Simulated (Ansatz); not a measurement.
## Electronic structure of AlBFH₄N (SMILES [NH2][AlH][BH]F) in real space

The calculation's input:

```
crystal:
  periodic: [false, false, false]
  atoms:
    - {symbol: N, position_ang: [-1.034906, 1.237962, 0.178051]}
    - {symbol: Al, position_ang: [0.358392, 0.247183, 0.637004]}
    - {symbol: B, position_ang: [0.824043, -1.438581, -0.645947]}
    - {symbol: F, position_ang: [0.022085, -1.693008, -1.675482]}
    - {symbol: H, position_ang: [-1.365507, 2.050082, 0.674377]}
    - {symbol: H, position_ang: [-1.614466, 1.063463, -0.627727]}
    - {symbol: H, position_ang: [1.149375, 0.679517, 1.946212]}
    - {symbol: H, position_ang: [1.753185, -2.203819, -0.542388]}
basis:
  gaussian: {orbitals: def2-TZVPP}
hamiltonian: {xc: pbe0, dispersion: d4}
output: {orbitals: {seedname: orbitals}}
```

Run with:

```sh
ansatz run in.yaml --threads 2 --pin off --events-out ev --progress --plain --max-ram 4352MiB
```

Geometry: PBE0-D4/def2-TZVP.

Computed with Ansatz 0.2.0, RKS PBE0-D4/def2-TZVPP.

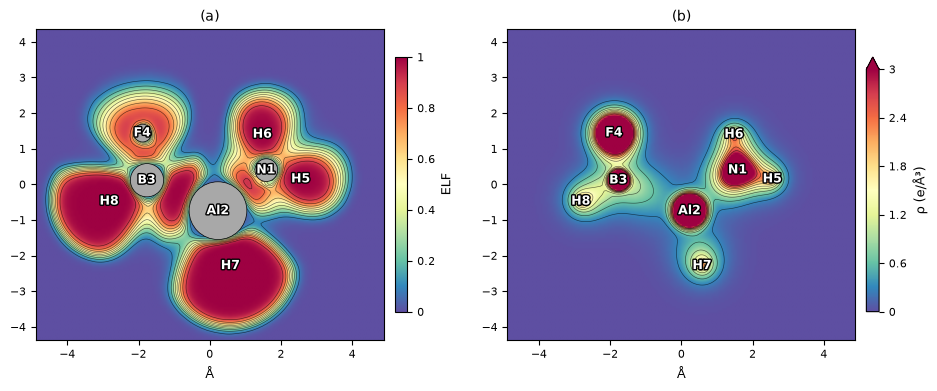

Figure 1. (a) electron localisation function; (b) total electron density on the molecular plane. Grey discs cover the atomic cores in the ELF map.

What do the fields say about this system?

Answer. The section cuts through N, Al, B, F and H sites. B–F (1.33 Å): ρ at the midpoint is about 2.2 e/Å³; the ELF peaks at about 0.85 between the atoms, as expected for a polar covalent bond. Al–N (1.77 Å): ρ at the midpoint is about 0.86 e/Å³; the ELF peaks at about 0.90 in the valence shell of N, 0.6 Å from its nucleus, and is about 0.60 at the midpoint. Al–B (2.17 Å): ρ is about 0.58 e/Å³ halfway; the ELF peaks at about 1 between the atoms; a shared electron pair. N–H (1.01 Å): ρ is about 2.9 e/Å³ halfway; the ELF climbs to about 1 towards the hydrogen, as it does in any bond to H; a covalent bond by its length. B–H (1.21 Å): ρ at the midpoint is about 1.3 e/Å³; the ELF climbs to about 1 towards the hydrogen (a covalent bond by its length). The ELF also peaks beside F4, away from the bonds: lone-pair regions.

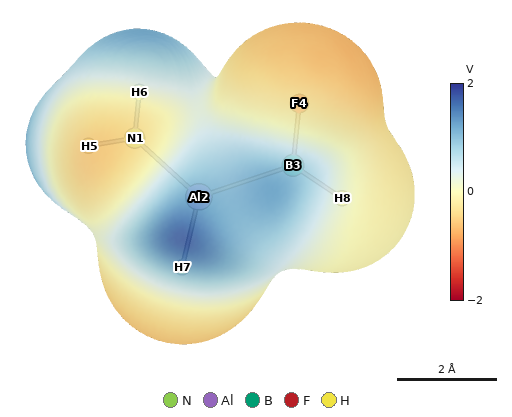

Figure 2. The molecular electrostatic potential painted on the density surface at 0.001 e/bohr³, seen at a tilt; the colour scale runs from red (negative) to blue (positive).

Where is the surface potential most negative and most positive?

Answer. The most negative region (about −0.7 V) lies over F4, the most positive (about +1.7 V) over Al2.

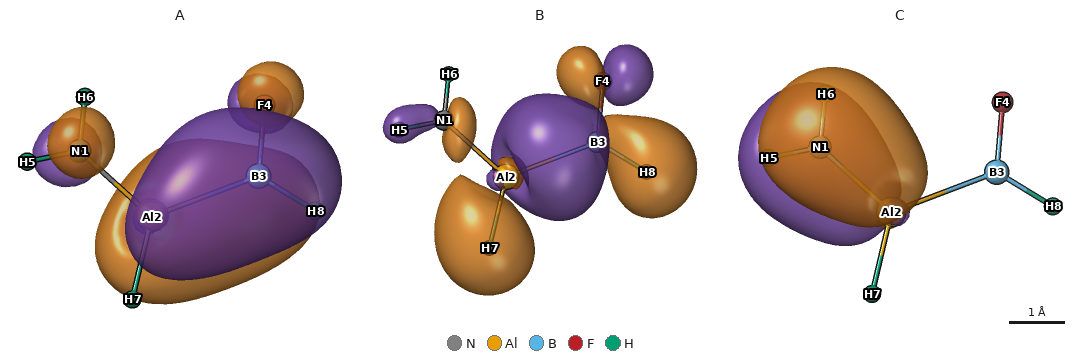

Figure 3. Three frontier orbitals at ±0.08 Å⁻³ᐟ² (orange and purple are the two phases), in no order.

Order the three orbitals by energy and name them.

Answer. C is the HOMO−1 (−7.58 eV). Its weight (Hirshfeld) is mainly on N1 (about 70 %) and Al2 (about 15 %); it changes sign across the molecular plane (π type). B is the HOMO (−7.21 eV). Its weight (Hirshfeld) is mainly on B3 (about 35 %), Al2 (about 25 %), F4 (about 10 %), H8 (about 10 %) and H7 (about 10 %); it is symmetric in the molecular plane (an in-plane orbital: σ, lone-pair or in-plane π type). A is the LUMO (−2.10 eV). By Hirshfeld shares it lies mainly on B3 (about 45 %), Al2 (about 40 %) and F4 (about 10 %); it changes sign across the molecular plane (π type); π-bonding across Al2–B3.

What is the HOMO–LUMO gap?

Answer. 5.11 eV between the orbital energies.
